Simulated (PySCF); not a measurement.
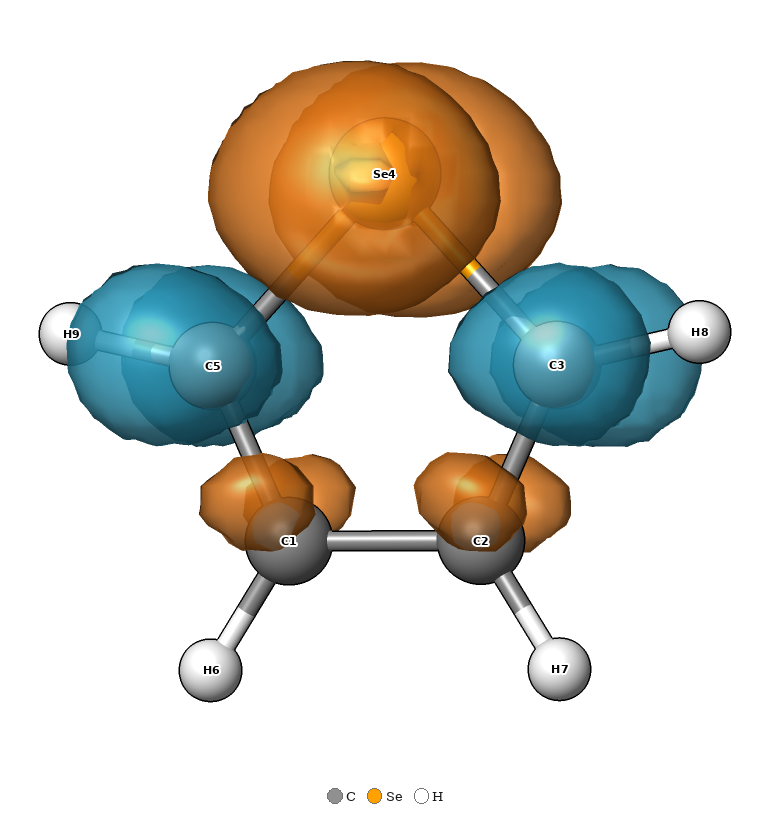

*C4H4Se, SMILES `c1cc[se]c1`. Unrelaxed difference density of S₂ less the ground state (TDA singlet states), ±0.02 e/Å³; light blue: gain, orange: loss.*

Level of theory: ωB97X/def2-SVPD (PySCF), at a geometry from GFN2-xTB. No frequency check shows the geometry to be a minimum. GFN2-xTB bond lengths at metals and heavier atoms can be off by up to 0.1 Å and shapes distorted, which carries into these values.

The calculation's input:

```python
import numpy as np
from pyscf import gto, scf, dft, tdscf
from pyscf.scf import atom_ks, atom_hf
from scipy.linalg import block_diag

def solve(mol, dm0=None, hcore=None):
    mf = (dft.UKS if mol.spin else dft.RKS)(mol, xc='wb97x')
    mf.grids.level = 3
    mf = mf.density_fit(auxbasis='def2-universal-jkfit')
    mf.conv_tol, mf.max_cycle = 1e-8, 80
    if hcore is not None:
        mf.get_hcore = lambda *args: hcore
    mf.kernel(dm0)
    if not mf.converged:
        mf = mf.newton().run(mf.mo_coeff, mf.mo_occ, max_cycle=30)
    assert mf.converged, 'SCF not converged'
    return mf

mol = gto.M(atom='''
C      1.67390    -0.70814     0.00000
C      1.67389     0.70816     0.00000
C      0.43945     1.27082     0.00000
Se    -0.91010     0.00000     0.00000
C      0.43948    -1.27082     0.00000
H      2.58162    -1.28775     0.00000
H      2.58159     1.28779     0.00000
H      0.20995     2.32119     0.00000
H      0.21000    -2.32120     0.00000
''', basis='def2-svpd', charge=0, spin=0, verbose=4)
mf = solve(mol)
td = mf.TDA()
td.nstates, td.singlet, td.conv_tol = 6, True, 1e-5
td.kernel()
td.analyze()
x, y = np.array([p[0] for p in td.xy]), np.array([p[1] + 0 * p[0] for p in td.xy])
f, mu = td.oscillator_strength(), td.transition_dipole()
nto = [td.get_nto(state=i + 1, verbose=4) for i in range(len(td.e))]
# spherically averaged free atoms, for the promolecule
atm = atom_ks.get_atm_nrks(mol, xc='wb97x')
pro = block_diag(*[(atm[a[0]][2] * atm[a[0]][3]) @ atm[a[0]][2].T for a in mol._atom])
np.savez('result.npz', e=td.e, f=f, ok=td.converged, w=[n[0] for n in nto], nto=[n[1] for n in nto], x=x, y=y, c=mf.mo_coeff, occ=mf.mo_occ, eps=mf.mo_energy, pro=pro, mu=mu)
```

Command:

```sh
OMP_NUM_THREADS=1 python input.py
```

The run took 2 min on 1 thread of AMD EPYC 9R45 96-Core Processor (Zen 5), with other jobs on the host, peak memory 0.81 GiB.

How does the charge move on excitation?

Answer. 0.47 e is displaced in all, of which about 0.3 e passes between atoms: Se4 (0.31 e) loses electrons and C3 and C5 (0.13 e each) gain them. The state: 5.75 eV (216 nm), f = 0.160 (bright); the leading pair carries 86 %; hole on Se4 (55 %), C1 and C2 (14 % each) and C3 and C5 (7 % each), electron on Se4 (24 %), C3 and C5 (20 % each) and C1 and C2 (13 % each); their centroids lie 0.4 Å apart.
